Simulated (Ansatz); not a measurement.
# CH4BFO2 (SMILES COB(O)F) at revPBE/def2-SVP

Aim: the vertical ionisation energy of CH4BFO2 at revPBE/def2-SVP, from 2 runs. 

The calculation is run with Ansatz 0.2.0.

128 further runs of the same task are left out: 128 set aside as unsound or not needed.

## (1) The system as given

CH4BFO2 has 9 atoms, charge 0, and is taken as a singlet. As SMILES, `COB(O)F`. The coordinates come from a PBE0-D4/def2-TZVP relaxation. This is one conformer, not always the lowest.

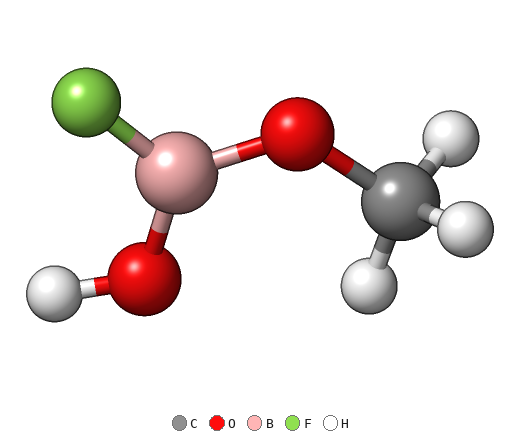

Viewed from a chosen angle; carbon grey, oxygen red, boron pink, fluorine green, hydrogen white.

## (2) A single-point energy at revPBE/def2-SVP

Input file input.yaml:

```yaml
crystal:
  periodic: [false, false, false]
  atoms:
    - {symbol: C, position_ang: [-0.649300, 0.491300, -1.085900]}
    - {symbol: O, position_ang: [-0.487000, 0.689600, 0.304600]}
    - {symbol: B, position_ang: [0.320400, -0.085100, 1.049500]}
    - {symbol: O, position_ang: [1.040400, -1.114300, 0.524700]}
    - {symbol: F, position_ang: [0.401500, 0.187700, 2.355300]}
    - {symbol: H, position_ang: [-1.701500, 0.285200, -1.291400]}
    - {symbol: H, position_ang: [-0.040700, -0.337700, -1.451200]}
    - {symbol: H, position_ang: [-0.363100, 1.407000, -1.606600]}
    - {symbol: H, position_ang: [1.567700, -1.570100, 1.184000]}
basis:
  gaussian: {orbitals: def2-SVP}
magnetization: {spin_polarized: false}
hamiltonian: {xc: {name: revPBE}}
output: {orbitals: {seedname: orbitals}}
accuracy: high
```

On the command line:

```sh
$ ansatz run input.yaml --threads 1 --pin off --max-ram 3480MiB --events-out events.jsonl --progress --plain --runs-dir runs
```

Standard output:

```text
Warning: RAYON_NUM_THREADS=1 ignored (pool sized by the plan → 1); use --threads N
Functional definition: revPBE
  name "revPBE"
  parameter kappa = 1.245
  parameter beta = 0.06672455060314922
  exchange = pbe_x(kappa = kappa, mu = beta*pi^2/3)
  correlation = pbe_c(beta = beta)
2107 factors; integrals over basis functions are off by at most 7.3e-9 eV
mean field evaluation 1: about -8575.7625 eV, gradient 6.8e1 eV
mean field evaluation 2: about -8560.9921 eV, gradient 1.1e2 eV
mean field evaluation 4: about -8584.1836 eV, gradient 5.5e0 eV
mean field evaluation 8: about -8584.2302 eV, gradient 4.8e-1 eV
mean field evaluation 16: about -8584.2307 eV, gradient 5.5e-6 eV
mean field -8584.23072249 eV, -315.4646604510 hartree, gradient 3.4e-8 eV, S^2 0.000000; 0 other end points of the search recorded, 0 dependent functions left out
reference -8584.23072656 eV, -315.4646606006 hartree; 20, 20 occupied and 70, 70 virtual orbitals, 2107 factors
Total energy: -8584.23072656 eV, -315.4646606006 hartree
```

It took 6 s on 1 thread of Arm Neoverse V1, shared host; peak memory 0.23 GiB.

## (3) The doublet cation

input.yaml: that of step 2 with these lines changed.

```diff
@@ -13,6 +13,12 @@
 basis:
-  gaussian: {orbitals: def2-SVP}
-magnetization: {spin_polarized: false}
-hamiltonian: {xc: {name: revPBE}}
-output: {orbitals: {seedname: orbitals}}
+  gaussian:
+    orbitals: def2-SVP
+total_charge: 1
+magnetization:
+  spin_polarized: true
+  initial_magnetization: 1
+hamiltonian:
+  xc: {name: revPBE}
 accuracy: high
+output:
+  orbitals: {seedname: orbitals}
```

On the command line:

```sh
$ ansatz run input.yaml --threads 1 --pin off --max-ram 3480MiB --events-out events.jsonl --progress --plain --runs-dir runs
```

Standard output:

```text
Warning: RAYON_NUM_THREADS=1 ignored (pool sized by the plan → 1); use --threads N
Functional definition: revPBE
  name "revPBE"
  parameter kappa = 1.245
  parameter beta = 0.06672455060314922
  exchange = pbe_x(kappa = kappa, mu = beta*pi^2/3)
  correlation = pbe_c(beta = beta)
2108 factors; integrals over basis functions are off by at most 7.3e-9 eV
mean field evaluation 1: about -8559.3276 eV, gradient 6.3e1 eV
mean field evaluation 2: about -8526.3678 eV, gradient 1.1e2 eV
mean field evaluation 4: about -8571.0630 eV, gradient 2.3e1 eV
mean field evaluation 8: about -8573.5959 eV, gradient 4.9e-1 eV
mean field evaluation 16: about -8573.5970 eV, gradient 3.7e-3 eV
mean field evaluation 32: about -8572.4152 eV, gradient 1.3e1 eV
mean field -8573.59696333 eV, -315.0738770097 hartree, gradient 6.2e-8 eV, S^2 0.753690; 5 other end points of the search recorded, 0 dependent functions left out
reference -8573.59696736 eV, -315.0738771576 hartree; 20, 19 occupied and 70, 71 virtual orbitals, 2108 factors
Total energy: -8573.59696736 eV, -315.0738771576 hartree
```

It took 14 s on 1 thread of Arm Neoverse V1, shared host; peak memory 0.3 GiB.

## (4) Outcome

Level: revPBE/def2-SVP.

```
                                          quantity          value
                     singlet CH4BFO2: total energy  -315.46466 Eh
                      singlet CH4BFO2: HOMO energy       -6.88 eV
                      singlet CH4BFO2: LUMO energy        0.70 eV
                    singlet CH4BFO2: HOMO–LUMO gap        7.59 eV
                      doublet cation: total energy  -315.07388 Eh
doublet cation: HOMO energy (highest over α and β)      -14.79 eV
 doublet cation: LUMO energy (lowest over α and β)      -14.33 eV
                              doublet cation: ⟨S²⟩          0.754
vertical ionisation energy (to the doublet cation)      10.634 eV
```

**Reading.** The vertical ionisation energy comes to 10.63 eV (245 kcal/mol). −ε(HOMO) before ionisation, 6.88 eV, is 3.75 eV below this ionisation energy.
